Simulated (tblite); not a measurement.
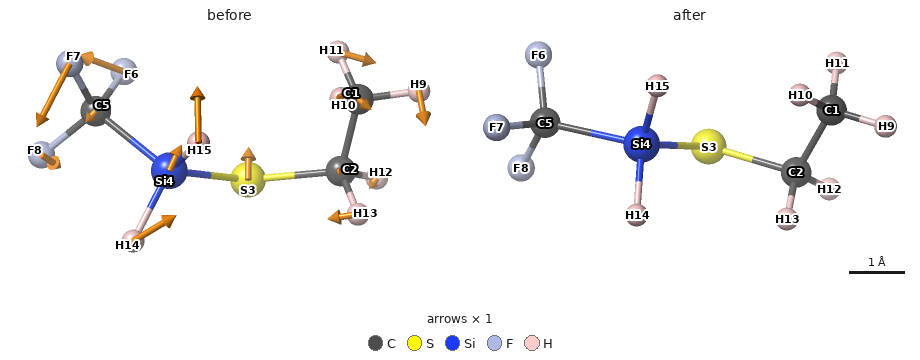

The structure of C3H7F3SSi before (left) and after (right) a relaxation, at one scale. The orange arrows give the displacements, at their true length.

Style: ball-and-stick. Shown face on.

Theory: tblite, GFN2-xTB geometry optimisation, gas phase. 

Question: What changed between the two?

Answer: The energy falls by 57.8 kJ/mol in 133 geometry steps. F7 moves most after the best rigid fit: 1.33 Å. Largest moves by element: F 1.33 Å, H 1.11 Å, S 0.65 Å, Si 0.54 Å, C 0.33 Å. Among the contacts that change: Si4–C5 1.879 → 1.933 Å, C2–H12 1.130 → 1.089 Å, C5–F6 1.386 → 1.345 Å, C5–F8 1.384 → 1.344 Å. Among the angles between lasting bonds that change: C2–S3–Si4 113.4° → 100.8°, C5–Si4–H15 112.5° → 104.3°, F7–C5–F8 112.3° → 106.0°. Groups turn about S3–Si4 by about 50°, Si4–C5 by about 45°. The run took 1.6 s on 1 thread of Arm Neoverse N1 (shared host).
